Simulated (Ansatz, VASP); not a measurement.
## CdTe in two plane-wave programs

Wanted: the spread between two codes on one cell, functional and k mesh.

Program: Ansatz 0.2.0. Level of theory: plane waves, with VASP 6.6.1 beside it; G0W0 gap at PBE. Results are calculated unless marked as measured.

## Step 1: Set-up

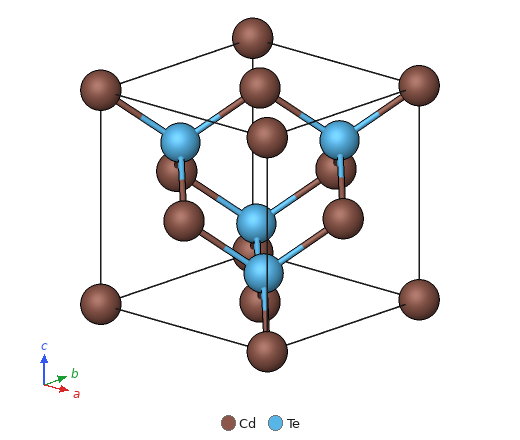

The starting structure, seen from a free direction (cadmium brown, tellurium blue). This picture shows the conventional cell, with its axes. Bonds to atoms that aren't drawn are left out. Some periodic images of atoms are drawn too.

## Step 2: Ansatz: G0W0 gap, PBE

Ansatz runs on its default PAW (the set named soft_2) files.

Quasiparticle shifts depend on high empty states and on the cores, so they are the hardest test of two PAW sets.

input.yaml reads:

```yaml
crystal:
  lattice:
    - [0.0, 3.24, 3.24]
    - [3.24, 0.0, 3.24]
    - [3.24, 3.24, 0.0]
  atoms:
    - { symbol: Cd, position: [0.0, 0.0, 0.0] }
    - { symbol: Te, position: [0.25, 0.25, 0.25] }
hamiltonian:
  xc: pbe
  pseudopotentials: { kind: paw }
kpoints:
  mp_grid: { grid: [6, 6, 6] }
scf:
  occupations: { method: fixed }
gw:
  n_empty_bands: 151
  ecut_chi: 100.0
  qp_bands: [v2, c2]
  qp_kpoints: band_edges
  screening: { model: contour_deformation }
```

On the command line:

```
$ ansatz run input.yaml --threads 4 --pin off --max-ram 9216MiB --backend cpu --events-out ev --progress --plain --runs-dir out
```

Numbers of over 12 decimals in the logs are rounded to 6 here.

Output:

```text
Engine: ansatz 0.2.0, aarch64-unknown-linux-gnu
Pseudopotentials: kind: paw
Pseudopotential: Cd, paw, valence charge 20, recommended cutoff 420 eV (normal), Cd.paw.azcp
Pseudopotential: Te, paw, valence charge 16, recommended cutoff 420 eV (normal), Te.paw.azcp
Functional definition: PBE
  parameter kappa = 0.804
  parameter beta = 0.066725
  exchange = pbe_x(kappa = kappa, mu = beta*pi^2/3)
  correlation = pbe_c(beta = beta)
Crystal: 2 atoms, lattice volume = 68.024 Å³
Basis set: ecut = 420 eV, 1363 PW (Γ)
Bands: 22, of which v1, the nominal top of the filled ones, is band 18 counted from 1 (17 counted from 0)
Symmetry: 24 space group operations
Space group: F-43m (ITA 216), of the structure as read, at distance tolerance 4.1e-5 Å
k-points: 16 of 216 (time reversal used)
Non-local potential: Cd, projectors of the file, l = 0: 3, l = 1: 2, l = 2: 2, l = 3: 1
Non-local potential: Te, projectors of the file, l = 0: 2, l = 1: 2, l = 2: 2, l = 3: 2
PAW form: soft (Blöchl's): semilocal exchange-correlation on the pseudo side does not see the compensation charge
PAW one-centre angular grid: Cd, 590 points (default); XC on 64 Gauss nodes
PAW one-centre angular grid: Te, 590 points (default); XC on 64 Gauss nodes
Initial density: superposition of atomic densities (neutral atoms: chi_scale 0, normalization atom), corrected by the library's trained network
Initial wavefunctions: pseudopotential atomic-orbital guess
Functional: x = pbe(κ = 0.804, μ = 0.219515), c = pbe(β = 0.066725)
SCF iter   1: F=—  HF=-15235.300040 eV  |F-HF|=—  |Δ(HF+E_count)|=         —  Δρ=1.34e-3  dr2=3.00e-3  ethr=1.77e-3  ⟨swp⟩=4.9  Hψ=1366  notcnv=0  defer=29
preconditioner: auto → none  [insulator: Δε(μ)=0.753 eV  Ē_g=11.418 eV  n_scr=14 (ndim 8)  ℏωp=19.1 eV  f_vac=0.191  ε∞_Penn≈3.8]
SCF iter   2: F=—  HF=-15235.299446 eV  |F-HF|=—  |Δ(HF+E_count)|=   5.94e-4  Δρ=5.15e-4  dr2=1.88e-4  ethr=8.33e-6  ⟨swp⟩=3.0  Hψ=699  notcnv=0  defer=28
SCF iter   3: F=—  HF=-15235.299491 eV  |F-HF|=—  |Δ(HF+E_count)|=   4.44e-5  Δρ=1.95e-4  dr2=2.74e-5  ethr=5.22e-7  ⟨swp⟩=2.9  Hψ=663  notcnv=0  defer=28
SCF iter   4: F=—  HF=-15235.299520 eV  |F-HF|=—  |Δ(HF+E_count)|=   2.97e-5  Δρ=7.03e-5  dr2=4.03e-6  ethr=7.60e-8  ⟨swp⟩=2.0  Hψ=514  notcnv=0  defer=24
SCF iter   5: F=—  HF=-15235.299531 eV  |F-HF|=—  |Δ(HF+E_count)|=   1.06e-5  Δρ=1.79e-5  dr2=1.83e-7  ethr=1.12e-8  ⟨swp⟩=2.0  Hψ=497  notcnv=0  defer=26
SCF iter   6: F=-15235.299532 eV  HF=-15235.299532 eV  |F-HF|=7.81e-9  |Δ(HF+E_count)|=   8.96e-7  Δρ=2.23e-6  dr2=2.60e-9  ethr=2.78e-10  ⟨swp⟩=6.4  Hψ=1375  notcnv=0
SCF 1 converged in 6 iterations: F = -15235.299532 eV  dr2 = 2.60e-9
  greatest PAW one-centre occupation: 1.000 electrons in one spin orbital (limit 2), on the Cd atom at site 0 (counted from 0), in its partial waves of l = 0
NSCF: frozen V_eff on 16 k-points
G₀W₀ screening: q 1/16
G₀W₀ screening: q 2/16 (q-point 6)
G₀W₀ screening: q 3/16 (q-point 7)
G₀W₀ screening: q 4/16 (q-point 8)
G₀W₀ screening: q 5/16 (q-point 11)
G₀W₀ screening: q 6/16 (q-point 14)
G₀W₀ screening: q 7/16 (q-point 15)
G₀W₀ screening: q 8/16 (q-point 9)
G₀W₀ screening: q 9/16 (q-point 12)
G₀W₀ screening: q 10/16 (q-point 16)
G₀W₀ screening: q 11/16 (q-point 2)
G₀W₀ screening: q 12/16 (q-point 3)
G₀W₀ screening: q 13/16 (q-point 5)
G₀W₀ screening: q 14/16 (q-point 10)
G₀W₀ screening: q 15/16 (q-point 4)
G₀W₀ screening: q 16/16 (q-point 13)
G₀W₀ self-energy: k 1/9
G₀W₀ self-energy: k 2/9
G₀W₀ self-energy: k 3/9
G₀W₀ self-energy: k 4/9
G₀W₀ self-energy: k 5/9
G₀W₀ self-energy: k 6/9
G₀W₀ self-energy: k 7/9
G₀W₀ self-energy: k 8/9
G₀W₀ self-energy: k 9/9
NSCF: frozen V_eff on 1 k-points
NSCF: frozen V_eff on 1 k-points
SCF converged after 6 iterations
Free energy (F): -15235.299532 eV
Harris-Foulkes:  -15235.299532 eV  (|F-HF|=7.81e-9)
Internal energy: -15235.299532 eV  (E = F + TS)
E sigma→0 (E₀):  -15235.299532 eV
Fermi energy:    7.470176 eV
--- Per-component energies (eV) ---
  E_band       = -789.569343
  E_kinetic    = 685.797666
  E_local      = -5418.415731  (includes V_loc(G=0)·N_el)
  E_nonlocal   = -276.767219
  E_hartree    = 2733.170907
  E_xc         = -301.189994
  E_vxc        = -325.999526  (∫ρ·V_xc dr)
  E_paw        = -8745.870725  (= ΣΔE_a)
  E_vpaw       = -920.528430  (= ΣTr[D̂ρ^β])
  E_aug_tail   = -0.000149  (compensation charges beyond the density's cutoff)
  E_ewald      = -3912.024287
  E_smearing   = -0.000000  (= −TS)
  E_closure    = 0.000000  (closes the sum)
  Σ components = -15235.299532   (vs F -15235.299532, Δ=0.00e0)
--- Band table (eV; the first three rows and the last of 16) ---
  k-point 0: bands = [... 14 lower, -0.5505, 7.4702, 7.4702, 7.4702, 8.2425, 12.0872, 12.0872, 12.0872]
  k-point 1: bands = [... 14 lower, -0.5516, 5.7364, 7.2426, 7.2426, 9.3304, 12.2021, 12.4254, 12.4254]
  k-point 2: bands = [... 14 lower, -0.4480, 3.8935, 6.8616, 6.8616, 9.4034, 12.7123, 12.7123, 13.7302]
  k-point 15: bands = [... 14 lower, 0.0029, 3.2558, 5.2605, 5.3528, 11.1887, 11.2673, 14.1646, 14.4636]
--- G₀W₀: contour deformation, 7 samples at zero and on the imaginary axis and 3 off it, 216 q-points, 151 empty bands' worth ---
  eigenvalues of the whole cell's RPA ε∞ on this k-mesh (on a slab, of 1 + 4πα/V) = 12.8854, 12.8854, 12.8854; static W/v taken at q = 0 is 0.077607
  bands read: the sum over 169 bands ends inside a degenerate multiplet in 4 slots, whose members it reads at an even weight; the widest, k=0: bands 169 to 170 (counted from 1) at 1/2 each
  gw.qp_kpoints: band_edges: 9 of 16 stored k-points solved, in 1 pass; an edge of the gap read off the rows below is read off those points alone
    valence top: of the k-points left out ik 7 came nearest to being solved in a further pass, in band 18 (counted from 1, as in the quasiparticle table): it holds the edge there only if its correction is more favourable than any solved in that band by at least 0.797 eV; those differ by 0.131 eV
    conduction bottom: of the k-points left out ik 10 came nearest to being solved in a further pass, in band 19 (counted from 1, as in the quasiparticle table): it holds the edge there only if its correction is more favourable than any solved in that band by at least 1.811 eV; those differ by 0.319 eV
    ik  band        ε_KS         Σx   Σc(E_QP)       V_xc       Z   E_QP_lin       E_QP  E_QP is
     0    17      7.4702   -17.7477     1.3784   -15.8903  0.7478     6.9748     6.9912  root
     0    18      7.4702   -17.7477     1.3784   -15.8903  0.7478     6.9748     6.9912  root
     0    19      8.2425    -9.6353    -3.4846   -13.3056  0.7730     8.4297     8.4282  root
     0    20     12.0872    -6.6721    -4.0304   -10.8516  0.7519    12.2373    12.2363  root
     1    17      7.2426   -17.4159     1.4417   -15.4741  0.7459     6.7236     6.7425  root
     1    18      7.2426   -17.4159     1.4417   -15.4741  0.7459     6.7236     6.7425  root
     1    19      9.3304    -9.6706    -3.4964   -13.3460  0.7648     9.5108     9.5093  root
     1    20     12.2021    -7.0365    -4.0357   -11.1818  0.7503    12.3123    12.3117  root
     2    17      6.8616   -16.9752     1.5733   -14.8683  0.7419     6.3045     6.3280  root
     2    18      6.8616   -16.9752     1.5733   -14.8683  0.7419     6.3045     6.3280  root
     2    19      9.4034    -8.5659    -3.6558   -12.4012  0.7671     9.5843     9.5828  root
     2    20     12.7123    -6.6540    -4.1711   -10.9694  0.7432    12.8576    12.8566  root
     3    17      6.6961   -16.8015     1.6321   -14.6224  0.7401     6.1234     6.1491  root
     3    18      6.6961   -16.8015     1.6321   -14.6224  0.7401     6.1234     6.1491  root
     3    19      9.2941    -8.5129    -3.6244   -12.3079  0.7683     9.4660     9.4647  root
     3    20     12.6783    -6.5370    -4.1136   -10.7746  0.7445    12.8030    12.8023  root
     4    17      6.8663   -16.8858     1.5460   -14.8096  0.7421     6.3130     6.3361  root
     4    18      6.8663   -16.8858     1.5460   -14.8096  0.7421     6.3130     6.3361  root
     4    19      9.9661   -10.4415    -3.5908   -14.2535  0.7571    10.1898    10.1873  root
     4    20     11.1944    -6.1249    -3.7911    -9.9646  0.7637    11.2431    11.2429  root
     6    17      5.8241   -15.9575     1.8265   -13.5534  0.7287     5.2138     5.2465  root
     6    18      6.3759   -16.4185     1.7339   -14.1158  0.7359     5.7773     5.8072  root
     6    19     10.2539    -8.8059    -3.7703   -12.7752  0.7595    10.4549    10.4530  root
     6    20     12.1824    -6.3935    -4.0340   -10.5016  0.7490    12.2568    12.2565  root
[...]
9    17      5.9746   -15.9880     1.8773   -13.5193  0.7295     5.3479     5.3832  root
     9    18      5.9746   -15.9880     1.8773   -13.5193  0.7295     5.3479     5.3832  root
     9    19     10.2099    -7.2896    -3.6171   -10.9898  0.7664    10.2932    10.2930  root
     9    20     10.6369    -7.2368    -3.7513   -11.0591  0.7627    10.7082    10.7080  root
    12    17      5.6082   -15.6197     2.0119   -12.9979  0.7234     4.9578     4.9982  root
    12    18      5.6082   -15.6197     2.0119   -12.9979  0.7234     4.9578     4.9982  root
    12    19     10.0852    -5.9804    -3.4694    -9.3833  0.7744    10.0189    10.0187  root
    12    20     10.1511    -8.1710    -3.6440   -11.9485  0.7630    10.2854    10.2846  root
```

Wall time 2 min (4 threads of Arm Neoverse V2, shared host); peak memory 0.67 GiB; 6.9 min of CPU time.

In the SCF lines HF is the Harris–Foulkes energy and dr2 the Hartree energy of the density residual, in eV; the loop may stop once dr2 is under the threshold and the program's other checks hold. Hψ counts applications of the Hamiltonian.

(Continued in part 2 of 2.)

[Lines on the potential files, build, host, timing and source positions are cut from VASP's logs without a mark.]

[Logs are printed without paths, hosts, clocks, repeated set-up lines and the standing remarks that a program may print on its own settings, such as how far it seeks lower states.]

[Hosts, paths, dates, database ids (printed as entryN), source tags and the programs' standing remarks are cut or masked in the printed files.]
